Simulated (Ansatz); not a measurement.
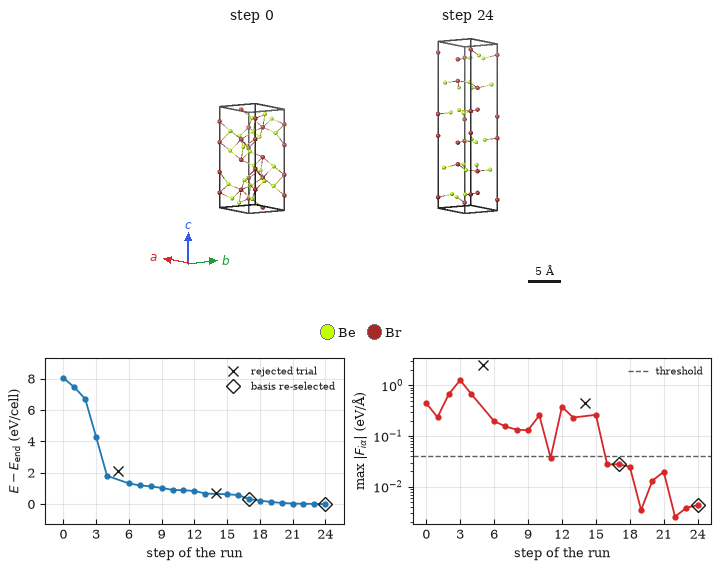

First and last geometry of a relaxation of solid Be$_{3}$Br$_{2}$ (built on the corundum_167 type) (coarse preliminary run), with the history of the run. Style: ball-and-stick. Shown: the conventional cell (3 times the calculation's cell), from a free direction. Lengths and directions refer to the drawn axes.

Case: anti-corundum type (R-3c, No. 167).

All numbers below come from DFT PBE, scalar-relativistic, plane waves, PAW (Ansatz).

Input
```yaml
crystal:
  lattice:
    - [2.9812713038, 1.7212377897, 5.4263614722]
    - [-2.9812713038, 1.7212377897, 5.4263614722]
    - [0.0, -3.4424755796, 5.4263614722]
  atoms:
    - { symbol: Be, position: [0.05625, 0.44375, 0.75] }
    - { symbol: Be, position: [0.75, 0.05625, 0.44375] }
    - { symbol: Be, position: [0.44375, 0.75, 0.05625] }
    - { symbol: Be, position: [0.94375, 0.55625, 0.25] }
    - { symbol: Be, position: [0.25, 0.94375, 0.55625] }
    - { symbol: Be, position: [0.55625, 0.25, 0.94375] }
    - { symbol: Br, position: [0.85218, 0.85218, 0.85218] }
    - { symbol: Br, position: [0.64782, 0.64782, 0.64782] }
    - { symbol: Br, position: [0.14782, 0.14782, 0.14782] }
    - { symbol: Br, position: [0.35218, 0.35218, 0.35218] }
basis:
  ecutwfc: 420
kpoints:
  mp_grid: { grid: [6, 6, 6] }
hamiltonian:
  xc: pbe
scf:
  occupations: { method: gaussian, width: 0.1 }
  lower_state_search: "off"
output:
  forces: true
  stress: true
  eigenvalues: true
relax:
  adjacent_minimum: "off"
  f_tol: 0.04
  max_steps: 70
  cell: { stress_tol: 0.4 }
```

Launched with:
```bash
ansatz run input.yaml --threads 1 --pin off --max-ram 2560MiB --backend cpu --events-out ev --progress --plain --runs-dir out
```

Read the history and describe the run.

It converged. The largest moves relative to the cell, 2.22 Å, are those of Br7, Br8, Br9 and Br10. Br10 goes along +c. By element the largest moves are Br 2.22 Å, Be 0.48 Å. The drawn cell changes as follows: a = b 5.963 → 5.443 Å (−8.7 %), c 16.279 → 26.853 Å (+65.0 %); the volume changes by +37.5 %. Some distances before and after: Br7–Br8 3.327 → 9.930 Å, Be1–Br7 2.470 → 5.105 Å, Br7–Br8 (another image) 4.032 → 3.292 Å, Be1–Br10 2.324 → 2.250 Å. Bonds break: Be1–Br7 (2.47 → 5.11 Å), Be1–Br8 (2.47 → 5.11 Å), Be2–Br7 (2.47 → 5.11 Å), Be2–Br8 (2.47 → 5.11 Å). Bond angles that change, for instance: Br9–Be3–Br10 120.4° → 94.0°, Be1–Br10–Be2 101.2° → 115.4°. The space group stays R-3c (No. 167). After 20 accepted moves (24 points after the start) the energy has fallen by 8.051 eV per cell of the calculation. The largest force component goes from 0.44 to 0.0043 eV/Å. Pressure: 6.95 GPa at the start and 0.09 GPa at the end. The line search rejected the trial steps at points 5, 14 of the run. At 2 points the geometry stayed and the basis and grid were re-selected for the new cell (energy shift of 0.264 eV per cell of the calculation at most each time).

```json
{"step": "0", "E − E(0), meV/atom": "0.00", "largest force component, eV/Å": "0.4448", "pressure, GPa": "6.95", "volume, Å³/atom": "16.707", "note": ""}
{"step": "1", "E − E(0), meV/atom": "-58.97", "largest force component, eV/Å": "0.2358", "pressure, GPa": "3.18", "volume, Å³/atom": "18.273", "note": ""}
{"step": "2", "E − E(0), meV/atom": "-133.52", "largest force component, eV/Å": "0.6771", "pressure, GPa": "0.72", "volume, Å³/atom": "19.660", "note": ""}
{"step": "3", "E − E(0), meV/atom": "-375.77", "largest force component, eV/Å": "1.2693", "pressure, GPa": "-1.45", "volume, Å³/atom": "20.114", "note": ""}
{"step": "4", "E − E(0), meV/atom": "-624.20", "largest force component, eV/Å": "0.6704", "pressure, GPa": "-2.00", "volume, Å³/atom": "20.090", "note": ""}
{"step": "5", "E − E(0), meV/atom": "-596.78", "largest force component, eV/Å": "2.4947", "pressure, GPa": "4.32", "volume, Å³/atom": "18.808", "note": "rejected"}
{"step": "6", "E − E(0), meV/atom": "-672.83", "largest force component, eV/Å": "0.1969", "pressure, GPa": "-0.63", "volume, Å³/atom": "19.666", "note": ""}
{"step": "7", "E − E(0), meV/atom": "-685.31", "largest force component, eV/Å": "0.1547", "pressure, GPa": "0.50", "volume, Å³/atom": "19.404", "note": ""}
{"step": "8", "E − E(0), meV/atom": "-692.05", "largest force component, eV/Å": "0.1334", "pressure, GPa": "-0.05", "volume, Å³/atom": "19.837", "note": ""}
{"step": "9", "E − E(0), meV/atom": "-701.39", "largest force component, eV/Å": "0.1303", "pressure, GPa": "-0.33", "volume, Å³/atom": "19.951", "note": ""}
{"step": "10", "E − E(0), meV/atom": "-714.13", "largest force component, eV/Å": "0.2558", "pressure, GPa": "0.25", "volume, Å³/atom": "19.813", "note": ""}
{"step": "11", "E − E(0), meV/atom": "-716.81", "largest force component, eV/Å": "0.0372", "pressure, GPa": "0.32", "volume, Å³/atom": "20.176", "note": ""}
{"step": "12", "E − E(0), meV/atom": "-720.72", "largest force component, eV/Å": "0.3763", "pressure, GPa": "1.12", "volume, Å³/atom": "19.753", "note": ""}
{"step": "13", "E − E(0), meV/atom": "-737.42", "largest force component, eV/Å": "0.2324", "pressure, GPa": "-0.64", "volume, Å³/atom": "20.213", "note": ""}
{"step": "14", "E − E(0), meV/atom": "-734.12", "largest force component, eV/Å": "0.4452", "pressure, GPa": "-0.09", "volume, Å³/atom": "19.784", "note": "rejected"}
{"step": "15", "E − E(0), meV/atom": "-742.21", "largest force component, eV/Å": "0.2625", "pressure, GPa": "0.52", "volume, Å³/atom": "19.806", "note": ""}
{"step": "16", "E − E(0), meV/atom": "-746.65", "largest force component, eV/Å": "0.0274", "pressure, GPa": "-0.01", "volume, Å³/atom": "20.010", "note": ""}
{"step": "17", "E − E(0), meV/atom": "-773.07", "largest force component, eV/Å": "0.0278", "pressure, GPa": "1.16", "volume, Å³/atom": "20.010", "note": "same geometry, new basis"}
{"step": "18", "E − E(0), meV/atom": "-782.26", "largest force component, eV/Å": "0.0247", "pressure, GPa": "0.89", "volume, Å³/atom": "20.426", "note": ""}
{"step": "19", "E − E(0), meV/atom": "-791.22", "largest force component, eV/Å": "0.0035", "pressure, GPa": "0.69", "volume, Å³/atom": "20.945", "note": ""}
{"step": "20", "E − E(0), meV/atom": "-797.25", "largest force component, eV/Å": "0.0132", "pressure, GPa": "0.48", "volume, Å³/atom": "21.500", "note": ""}
{"step": "21", "E − E(0), meV/atom": "-801.05", "largest force component, eV/Å": "0.0196", "pressure, GPa": "0.25", "volume, Å³/atom": "22.085", "note": ""}
{"step": "22", "E − E(0), meV/atom": "-802.93", "largest force component, eV/Å": "0.0025", "pressure, GPa": "0.09", "volume, Å³/atom": "22.642", "note": ""}
{"step": "23", "E − E(0), meV/atom": "-803.18", "largest force component, eV/Å": "0.0038", "pressure, GPa": "0.00", "volume, Å³/atom": "22.970", "note": ""}
{"step": "24", "E − E(0), meV/atom": "-805.09", "largest force component, eV/Å": "0.0043", "pressure, GPa": "0.09", "volume, Å³/atom": "22.970", "note": "same geometry, new basis"}
```
